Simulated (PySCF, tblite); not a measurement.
# H5O4PSSi2 (triplet), a small gas-phase stand-in for a defect centre: EPR parameters

Aim: the EPR parameters of `O=P(O)(O)O[Si]S[SiH3]`. It is drawn as: twofold Si.

Programs: tblite 0.8.0 and PySCF 2.14.0. All values are calculated, for the isolated system unless a continuum is named. Atoms count from 0, parts from 1.

## Step 1: Starting point

13 atoms, charge 0, multiplicity 3; geometry: distance geometry start.

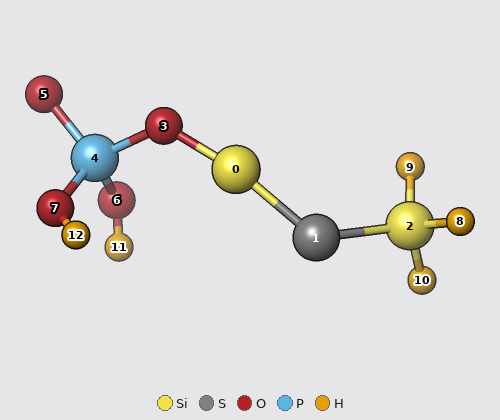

The starting geometry (silicon yellow, sulfur grey, oxygen red, phosphorus blue, hydrogen amber), atoms numbered.

## Step 2: Geometry optimisation with GFN2-xTB

What the job is given:

```
{"job": {"kind": "relax", "xc": "GFN2-xTB", "basis": "xTB"}, "charge": 0, "multiplicity": 3}
Si     0.518650     0.286807    -0.026111
S      2.160919    -1.118920    -0.234165
Si     2.612294    -2.235731    -2.030507
O     -0.928880     1.210799     0.351614
P     -2.107762     0.748968     1.544525
O     -3.535093     1.700755     1.300223
O     -2.501597    -0.921793     1.362523
O     -1.499637     1.034298     3.106934
H      3.921083    -1.879874    -2.516310
H      1.650630    -1.920131    -3.053372
H      2.588320    -3.624342    -1.733347
H     -2.173918    -1.633390     1.932489
H     -0.587117     0.944799     3.361938
```

Method: GFN2-xTB geometry optimisation, gas phase.

Started as:

```bash
OMP_NUM_THREADS=1 python cluster_run.py task.json out
```

The driver reads the jobs from task.json and runs them one after another.

Standard output:

```text
step      E/eV     max force
  0    -763.09524    8.188
  1    -764.77704    4.564
  2    -764.50804   17.898
  3    -765.52632    1.639
  4    -765.70778    0.891
  5    -765.78896    0.580
  6    -765.81284    0.477
  7    -765.91210    0.832
  8    -765.94543    0.807
  9    -765.97942    0.597
 10    -766.01185    0.741
 11    -766.05500    0.938
 12    -766.09021    0.922
 13    -766.11101    0.691
 14    -766.12404    0.429
 15    -766.13540    0.442
 16    -766.17112    0.672
 17    -766.19011    0.508
 18    -766.20466    0.398
 19    -766.22061    0.619
 20    -766.24537    0.848
 21    -766.27786    0.857
 22    -766.30573    0.678
 23    -766.32804    0.529
 24    -766.34851    0.763
 25    -766.34951    0.839
 26    -766.36760    0.465
 27    -766.37292    0.242
 28    -766.37830    0.192
 29    -766.38037    0.261
 30    -766.38550    0.370
 31    -766.39180    0.422
 32    -766.40305    0.477
 33    -766.41476    0.401
 34    -766.42738    0.257
 35    -766.43873    0.343
 36    -766.45193    0.415
 37    -766.46588    0.495
 38    -766.47586    0.457
 39    -766.48690    0.505
 40    -766.50026    0.288
 41    -766.51279    0.262
 42    -766.52018    0.249
 43    -766.52653    0.247
 44    -766.53075    0.207
 45    -766.53521    0.209
 46    -766.54168    0.191
 47    -766.55364    0.212
 48    -766.56013    0.224
 49    -766.56403    0.199
 50    -766.56706    0.196
 51    -766.57071    0.167
 52    -766.57609    0.358
 53    -766.58129    0.326
 54    -766.58778    0.380
 55    -766.59910    0.280
 56    -766.60890    0.491
 57    -766.59892    1.192
 58    -766.61503    0.517
 59    -766.61991    0.141
 60    -766.62313    0.167
 61    -766.62782    0.234
 62    -766.63333    0.378
 63    -766.64612    0.331
 64    -766.65327    0.172
 65    -766.65614    0.500
 66    -766.66122    0.158
 67    -766.66424    0.111
 68    -766.66747    0.103
 69    -766.66886    0.117
 70    -766.67080    0.125
 71    -766.67256    0.167
 72    -766.67482    0.136
 73    -766.67682    0.098
 74    -766.67832    0.100
 75    -766.67938    0.097
 76    -766.68036    0.135
 77    -766.68141    0.131
 78    -766.68228    0.071
 79    -766.68288    0.049
 80    -766.68316    0.063
 81    -766.68356    0.062
 82    -766.68396    0.058
 83    -766.68434    0.037
 84    -766.68461    0.041
 85    -766.68482    0.035
 86    -766.68500    0.039
 87    -766.68517    0.047
 88    -766.68536    0.054
 89    -766.68561    0.070
 90    -766.68600    0.086
 91    -766.68668    0.105
 92    -766.68767    0.111
 93    -766.68861    0.071
 94    -766.68936    0.043
 95    -766.68957    0.033
 96    -766.68969    0.032
 97    -766.68983    0.033
 98    -766.69049    0.050
 99    -766.69118    0.056
100    -766.69223    0.073
101    -766.69286    0.057
102    -766.69301    0.134
103    -766.69335    0.053
104    -766.69356    0.048
105    -766.69436    0.060
106    -766.69484    0.038
107    -766.69515    0.042
108    -766.69530    0.035
109    -766.69548    0.025
110    -766.69560    0.025
111    -766.69575    0.030
112    -766.69588    0.031
113    -766.69604    0.037
114    -766.69624    0.045
115    -766.69645    0.042
116    -766.69675    0.049
117    -766.69713    0.064
118    -766.69776    0.083
119    -766.69895    0.113
120    -766.70115    0.182
121    -766.69246    0.382
122    -766.70342    0.091
123    -766.70429    0.083
124    -766.70557    0.070
125    -766.70651    0.103
126    -766.70740    0.092
127    -766.70931    0.092
128    -766.71070    0.099
129    -766.71186    0.074
130    -766.71224    0.142
131    -766.71371    0.154
132    -766.71470    0.086
133    -766.71674    0.083
134    -766.71789    0.090
135    -766.71930    0.081
136    -766.72010    0.075
137    -766.72056    0.084
138    -766.72092    0.055
139    -766.72118    0.053
140    -766.72144    0.062
141    -766.72173    0.042
142    -766.72220    0.033
143    -766.72293    0.044
144    -766.72390    0.055
145    -766.72464    0.066
146    -766.72524    0.054
147    -766.72581    0.053
148    -766.72651    0.053
149    -766.72699    0.068
150    -766.72733    0.041
151    -766.72758    0.041
152    -766.72775    0.027
153    -766.72782    0.032
154    -766.72791    0.034
155    -766.72802    0.029
156    -766.72814    0.035
157    -766.72830    0.038
158    -766.72850    0.045
159    -766.72875    0.043
160    -766.72903    0.039
161    -766.72936    0.038
162    -766.72958    0.032
163    -766.72977    0.033
164    -766.72987    0.024
165    -766.72996    0.017
166    -766.73002    0.017
167    -766.73009    0.022
168    -766.73016    0.019
169    -766.73023    0.027
170    -766.73032    0.026
171    -766.73041    0.034
172    -766.73053    0.027
173    -766.73062    0.024
174    -766.73068    0.019
175    -766.73072    0.015
176    -766.73076    0.014
177    -766.73079    0.017
178    -766.73083    0.014
179    -766.73088    0.013
180    -766.73091    0.016
181    -766.73093    0.014
182    -766.73096    0.016
183    -766.73102    0.017
184    -766.73107    0.022
185    -766.73111    0.018
186    -766.73115    0.026
187    -766.73120    0.026
188    -766.73130    0.023
189    -766.73143    0.025
190    -766.73159    0.037
191    -766.73171    0.028
192    -766.73185    0.041
193    -766.73198    0.034
194    -766.73228    0.033
195    -766.73262    0.045
196    -766.73343    0.071
197    -766.73434    0.082
198    -766.73516    0.101
199    -766.73601    0.115
200    -766.73649    0.073
201    -766.73649    0.073
202    -766.74298    0.055
203    -766.74507    0.128
204    -766.74392    0.358
205    -766.74785    0.172
206    -766.74874    0.179
207    -766.75153    0.159
208    -766.75224    0.129
209    -766.75440    0.097
210    -766.75100    0.272
211    -766.75555    0.123
212    -766.75316    0.250
213    -766.75646    0.087
214    -766.75534    0.201
215    -766.75761    0.063
216    -766.75771    0.091
217    -766.75829    0.081
218    -766.75802    0.163
219    -766.75910    0.054
220    -766.75937    0.069
221    -766.75985    0.100
222    -766.76070    0.091
223    -766.76126    0.092
224    -766.75882    0.444
225    -766.76217    0.120
226    -766.75831    0.205
227    -766.76253    0.033
228    -766.76241    0.152
229    -766.76272    0.030
230    -766.76278    0.032
231    -766.76291    0.021
232    -766.76303    0.047
233    -766.76311    0.026
234    -766.76309    0.059
235    -766.76318    0.017
236    -766.76319    0.014
237    -766.76321    0.004
```

It took 6.6 s on 1 thread of Arm Neoverse V1, shared host.

The steps of the relaxation:

```csv
step,energy from step 0 (eV),largest force (eV/Å)
0,0.0000,8.1880
9,-2.8842,0.5965
18,-3.1094,0.3979
27,-3.2777,0.2423
36,-3.3567,0.4156
45,-3.4400,0.2085
54,-3.4925,0.3795
63,-3.5509,0.3316
72,-3.5796,0.1370
81,-3.5883,0.0615
90,-3.5908,0.0862
99,-3.5959,0.0561
108,-3.6001,0.0349
117,-3.6019,0.0638
126,-3.6122,0.0920
135,-3.6241,0.0811
144,-3.6287,0.0548
153,-3.6326,0.0319
162,-3.6343,0.0316
171,-3.6352,0.0342
180,-3.6357,0.0161
189,-3.6362,0.0248
198,-3.6399,0.1007
207,-3.6563,0.1595
216,-3.6625,0.0912
225,-3.6669,0.1200
234,-3.6679,0.0588
237,-3.6680,0.0041
```

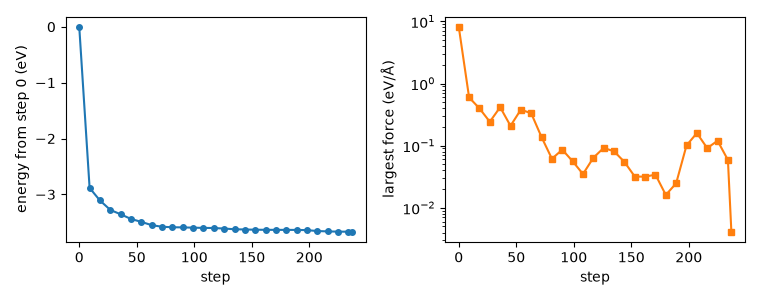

Energy and force, step by step.

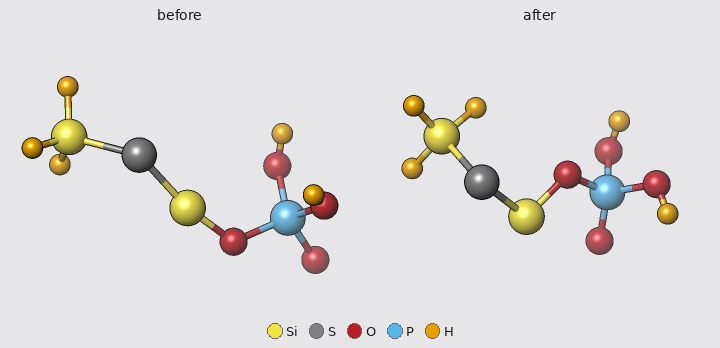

Before and after, at one scale.

Close pairs (by a distance rule), those that changed most:

```csv
bond,before (Å),after (Å),change (Å)
P4–O5,1.733,1.454,-0.278
O3–P4,1.740,1.583,-0.157
P4–O6,1.726,1.577,-0.149
P4–O7,1.701,1.599,-0.102
Si0–O3,1.758,1.678,-0.081
Si2–H10,1.420,1.457,+0.037
Si0–S1,2.172,2.189,+0.017
Si2–H8,1.441,1.457,+0.016
```

## Step 3: Relaxing the molecule at PBE0-D3(BJ)/def2-SVP

What the job is given:

```
{"job": {"xc": "PBE0", "basis": "def2-SVP", "d3": "d3bj", "grid": 2, "kind": "geom", "shake": 0.01}, "charge": 0, "multiplicity": 3}
Si     0.591325     1.277504    -0.573016
S      2.634950     0.587101    -0.563008
Si     2.267917    -1.234023    -1.687154
O     -0.164275     0.348458     0.563049
P     -1.710727     0.732711     0.817686
O     -2.199554     1.811636    -0.033282
O     -2.463161    -0.638673     0.728549
O     -1.731111     1.055419     2.391204
H      3.568448    -1.915319    -1.593003
H      1.930827    -0.805648    -3.012814
H      1.235234    -1.995674    -0.995181
H     -2.203547    -1.243284     1.426229
H     -1.746118     2.002419     2.538145
```

Standard output:

```text
step   0  E = -1621.04391303  max force = 0.033651
step   1  E = -1621.05341832  max force = 0.007419
step   2  E = -1621.05433719  max force = 0.002634
step   3  E = -1621.05448804  max force = 0.000872
step   4  E = -1621.05451707  max force = 0.000757
step   5  E = -1621.05454386  max force = 0.000706
step   6  E = -1621.05455752  max force = 0.000481
step   7  E = -1621.05456928  max force = 0.000351
optimisation converged
```

Wall time 4.3 min (1 thread of Arm Neoverse V1, shared host); peak memory 0.78 GiB.

The steps of the relaxation:

```csv
step,energy from step 0 (eV),largest force component (eV/Å)
0,0.0000,1.7304
1,-0.2587,0.3815
2,-0.2837,0.1354
3,-0.2878,0.0448
4,-0.2886,0.0389
5,-0.2893,0.0363
6,-0.2897,0.0247
7,-0.2900,0.0180
```

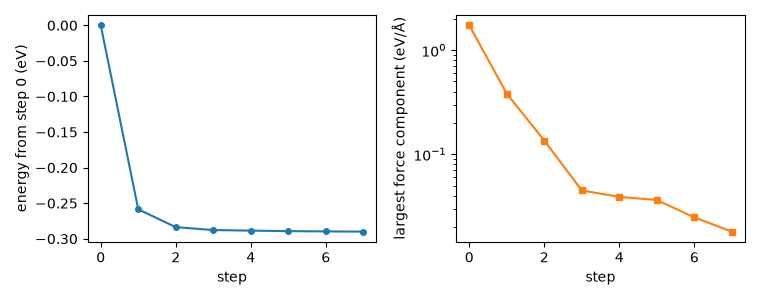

Energy and force, step by step.

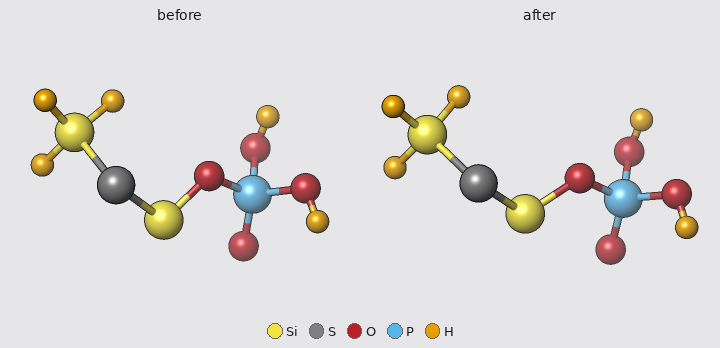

Before and after, at one scale.

Distances of close pairs at the start and the end, largest changes first:

```csv
bond,before (Å),after (Å),change (Å)
Si0–O3,1.651,1.713,+0.062
Si2–H9,1.433,1.489,+0.056
Si0–S1,2.157,2.125,-0.032
Si2–H10,1.458,1.490,+0.032
P4–O6,1.567,1.594,+0.028
Si2–H8,1.471,1.494,+0.023
P4–O5,1.458,1.474,+0.015
O7–H12,0.958,0.966,+0.007
```

The end geometry stands in the next job.

```csv
at the end point,value
point group (found at 0.08 Å tolerance),C1
"rotational constants (GHz, main isotopes)","2.431, 0.445, 0.423"
dipole moment (D),2.60
⟨S²⟩,2.004
```

## Step 4: g tensor and hyperfine couplings: B3LYP/IGLO-III+pcH-1

What the job is given:

```
{"job": {"kind": "epr"}, "charge": 0, "multiplicity": 3}
Si     0.612153     1.060923    -0.560102
S      2.659729     0.493462    -0.542814
Si     2.520647    -1.247040    -1.837785
O     -0.331520     0.367725     0.689712
P     -1.859446     0.807763     0.942258
O     -2.326230     1.843187     0.003143
O     -2.672337    -0.563439     0.909638
O     -1.895100     1.173837     2.508022
H      3.886993    -1.850562    -1.866950
H      2.119084    -0.830535    -3.209663
H      1.536462    -2.216879    -1.280960
H     -2.416030    -1.182667     1.604983
H     -1.824178     2.126861     2.647969
```

With the program's defaults for keys left out, this is: UKS B3LYP, IGLO-III on O P S Si, pcH-1 on H, non-relativistic, mean-field spin-orbit, GIAO.

Standard output:

```text
UKS, coarse grid
  cycle   1  E = -1622.43611663  |g| = 1.04e+00
  cycle   2  E = -1621.19005707  |g| = 1.90e+00
  cycle   3  E = -1622.71341813  |g| = 4.54e-01
  cycle   4  E = -1622.79346601  |g| = 1.11e-01
  cycle   5  E = -1622.79807693  |g| = 6.63e-02
  cycle   6  E = -1622.79970002  |g| = 2.31e-02
  cycle   7  E = -1622.79987638  |g| = 1.02e-02
  cycle   8  E = -1622.79991752  |g| = 2.36e-03
  cycle   9  E = -1622.79992063  |g| = 1.17e-03
  cycle  10  E = -1622.79992033  |g| = 4.87e-04
UKS, final grid
  cycle   1  E = -1622.79994886  |g| = 7.35e-04
  cycle   2  E = -1622.79994848  |g| = 1.22e-03
  cycle   3  E = -1622.79994911  |g| = 1.15e-04
  cycle   4  E = -1622.79994911  |g| = 4.20e-05
  cycle   5  E = -1622.79994911  |g| = 3.51e-05
  cycle   6  E = -1622.79994911  |g| = 7.30e-06
E = -1622.79994911 Eh   <S^2> = 2.0038 (exact 2.0000)
g shifts (ppm)      1          2          3
  rmc          -179       -179       -179
  gc             38         30         50
  oz_so       -2659        678       2200
  total       -2800        529       2071
hyperfine (MHz)  atom isotope    a_iso     a_fc   dipolar eigenvalues
    0  29Si    -705.43    -706.99    -78.99      5.67     73.32
    1   33S      14.86      14.70    -15.40    -11.65     27.05
    2  29Si     -44.62     -44.65     -4.37      1.72      2.65
    3   17O     -19.01     -18.94     -9.34     -3.59     12.92
    4   31P      -5.00      -4.97     -1.65     -0.06      1.71
    5   17O      -2.86      -2.85     -1.99      0.96      1.03
    6   17O      -0.85      -0.85     -0.63      0.27      0.36
    7   17O      -1.30      -1.30     -0.70      0.33      0.38
    8    1H      24.56      24.56     -1.29     -0.55      1.83
    9    1H       0.84       0.84     -2.10     -0.81      2.90
   10    1H      -0.81      -0.81     -2.04     -0.71      2.75
   11    1H      -0.15      -0.15     -0.96     -0.84      1.80
   12    1H      -0.00      -0.00     -1.04     -0.79      1.84
zero-field splitting (cm-1)  D = -0.4996  E = -0.0659  (spin-spin -0.1648, spin-orbit -0.6293)
```

Run time: 5.7 min. Hardware: 1 thread of Arm Neoverse V1, shared host; peak memory 1.4 GiB.

Principal g values 1.99952, 2.00285, 2.00439; g(iso) = 2.00225, against 2.00232 for a free electron.

Hyperfine couplings, nucleus by nucleus at this fixed geometry (no averaging over rotations):

```csv
nuclei,isotope,a(iso) (MHz),"a(iso) (G, at g = 2.0023)",largest dipolar term (MHz)
Si0,29Si,-705.4,-251.7,-79.0
Si2,29Si,-44.6,-15.9,-4.4
H8,1H,24.6,8.8,1.8
O3,17O,-19.0,-6.8,12.9
S1,33S,14.9,5.3,27.1
P4,31P,-5.0,-1.8,1.7
O5,17O,-2.9,-1.0,-2.0
O7,17O,-1.3,-0.5,-0.7
O6,17O,-0.9,-0.3,-0.6
H9,1H,0.8,0.3,2.9
H10,1H,-0.8,-0.3,2.7
H11,1H,-0.1,-0.1,1.8
H12,1H,0.0,0.0,1.8
```

Zero-field splitting: D = -0.500 cm⁻¹ (spin-spin -0.165, spin-orbit -0.629), E = -0.066 cm⁻¹.

The parts don't add up to D because each tensor has axes of its own, and they are summed before the axes are found.

Mulliken spin populations:

Si0 1.62; S1 0.26; Si2 0.03; O3 0.06; P4 0.00; O5 0.00; O6 0.00; O7 0.00; H8 0.03; H9 0.00; H10 0.00; H11 0.00; H12 0.00

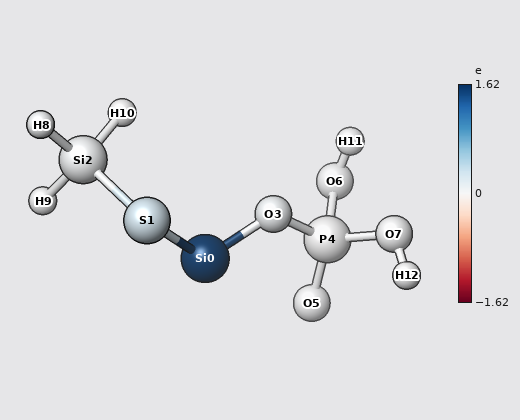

Mulliken spin populations, as colours on the atoms.

Orbitals, density, ELF and potential are computed afterwards from the orbital file.

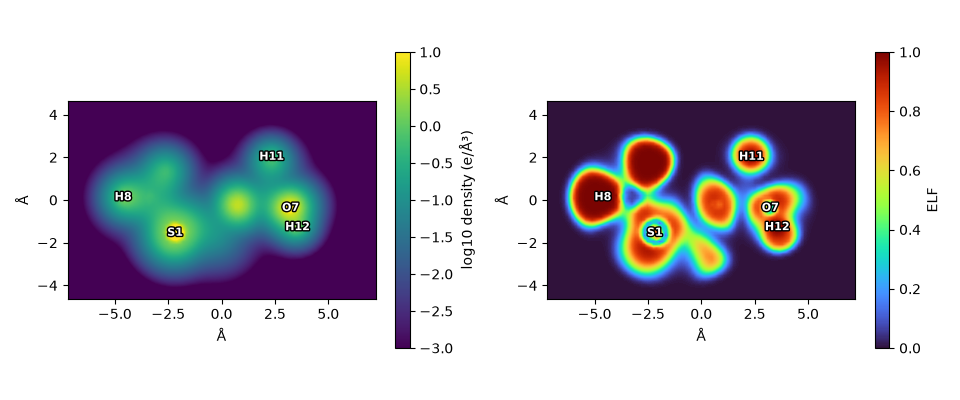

Density (left) and ELF (right) in a plane through or near 5 of the atoms.

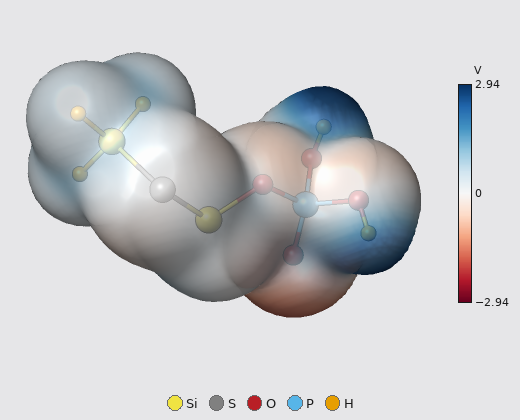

The potential that a unit positive charge feels on the 0.002 e/bohr³ surface, from -1.76 V near O5 to 2.94 V near H11.

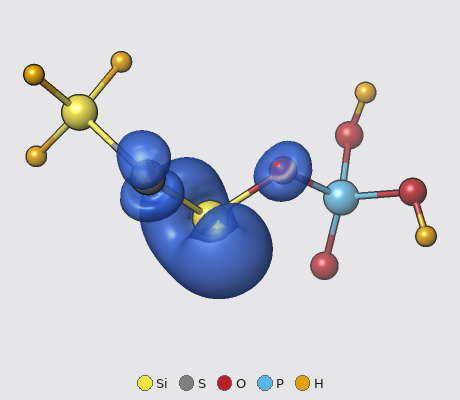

Spin density at ±0.06 e/Å³ (alpha excess blue, beta excess red).

## Step 5: g tensor and hyperfine couplings: BHandHLYP/IGLO-III+pcH-1

Same as in step 4 but for these lines:

```diff
@@ -1,2 +1,2 @@
-{"job": {"kind": "epr"}, "charge": 0, "multiplicity": 3}
+{"job": {"kind": "epr", "xc": "BHandHLYP"}, "charge": 0, "multiplicity": 3}
 Si     0.612153     1.060923    -0.560102
```

Level: UKS BHandHLYP, IGLO-III on O P S Si, pcH-1 on H, non-relativistic, mean-field spin-orbit, GIAO.

Standard output:

```text
UKS, coarse grid
  cycle   1  E = -1622.29622858  |g| = 8.73e-01
  cycle   2  E = -1622.20926122  |g| = 1.03e+00
  cycle   3  E = -1622.56392910  |g| = 1.13e-01
  cycle   4  E = -1622.56785713  |g| = 5.66e-02
  cycle   5  E = -1622.56917936  |g| = 1.03e-02
  cycle   6  E = -1622.56929184  |g| = 5.93e-03
  cycle   7  E = -1622.56932766  |g| = 2.65e-03
  cycle   8  E = -1622.56934021  |g| = 9.82e-04
  cycle   9  E = -1622.56934358  |g| = 4.87e-04
UKS, final grid
  cycle   1  E = -1622.56935901  |g| = 3.59e-04
  cycle   2  E = -1622.56935918  |g| = 3.31e-04
  cycle   3  E = -1622.56935926  |g| = 1.18e-04
  cycle   4  E = -1622.56935931  |g| = 8.99e-05
  cycle   5  E = -1622.56935933  |g| = 1.28e-05
  cycle   6  E = -1622.56935933  |g| = 8.11e-06
E = -1622.56935933 Eh   <S^2> = 2.0066 (exact 2.0000)
g shifts (ppm)      1          2          3
  rmc          -181       -181       -181
  gc             39         29         49
  oz_so       -2633        605       1568
  total       -2775        454       1436
hyperfine (MHz)  atom isotope    a_iso     a_fc   dipolar eigenvalues
    0  29Si    -751.72    -753.25    -82.37      4.57     77.80
    1   33S      15.20      15.09    -14.97    -11.26     26.23
    2  29Si     -38.29     -38.32     -4.11      1.44      2.67
    3   17O     -24.47     -24.41     -9.26     -3.53     12.79
    4   31P      -6.92      -6.91     -1.58     -0.14      1.72
    5   17O      -2.90      -2.90     -1.85      0.84      1.01
    6   17O      -0.54      -0.54     -0.50      0.21      0.29
    7   17O      -0.99      -0.99     -0.58      0.26      0.32
    8    1H      21.54      21.54     -1.20     -0.52      1.72
    9    1H       0.26       0.26     -2.06     -0.89      2.94
   10    1H      -0.70      -0.70     -1.98     -0.80      2.78
   11    1H      -0.13      -0.13     -0.92     -0.86      1.78
   12    1H      -0.02      -0.02     -1.03     -0.83      1.85
zero-field splitting (cm-1)  D = -0.2070  E = -0.0471  (spin-spin -0.1809, spin-orbit -0.3455)
```

Wall time 6.1 min (1 thread of Arm Neoverse V1, shared host); peak memory 1.4 GiB.

In short: g(iso) 2.00202.

## Step 6: Comparing the runs: EPR parameters

g, ⟨S²⟩ and isotropic hyperfine couplings (MHz), with basis size and wall time:

```csv
run,g(iso),⟨S²⟩,29Si Si0,29Si Si2,1H H8,17O O3,33S S1,functions,time
B3LYP/IGLO-III+pcH-1,2.00225,2.004,-705.4,-44.6,24.6,-19.0,14.9,366,5.7 min
BHandHLYP/IGLO-III+pcH-1,2.00202,2.007,-751.7,-38.3,21.5,-24.5,15.2,366,6.1 min
```

## Step 7: Outcome

| quantity | value |
| --- | --- |
| point group | C1 |
| rotational constants (main isotopes) | 2.43, 0.44, 0.42 GHz |
| D, E (B3LYP) | -0.500, -0.066 cm⁻¹ |
| g(iso) (B3LYP) | 2.00225 |
| ⟨S²⟩ | 2.004 (exact 2.00) |
| largest a(iso) | 29Si on Si0, -705.4 MHz |
| potential on the surface of density 0.002 e/bohr³, 1st and 99th percentile | -1.76 V and 2.94 V |

In words: The start of the PBE0/def2-SVP relaxation was shaken at random by about 0.01 Å, so part of the energy gained, and of the first lengths quoted, undoes that. Over 7 steps the energy fell by 0.290 eV; of the close pairs, Si0–O3 changed most, 1.651 to 1.713 Å (PBE0/def2-SVP). Si0 carries the largest spin population, 1.62 e. The isotropic g lies 0.1 ppt below the free-electron value. The coupling of 29Si on Si0 runs from -751.7 (BHandHLYP/IGLO-III+pcH-1) to -705.4 MHz (B3LYP/IGLO-III+pcH-1). The triplet was assumed; the singlet may lie lower. A capped cluster stands for the solid here, so long-range fields and strain are missing, and bands or shifts of the capping hydrogens have no counterpart in it.
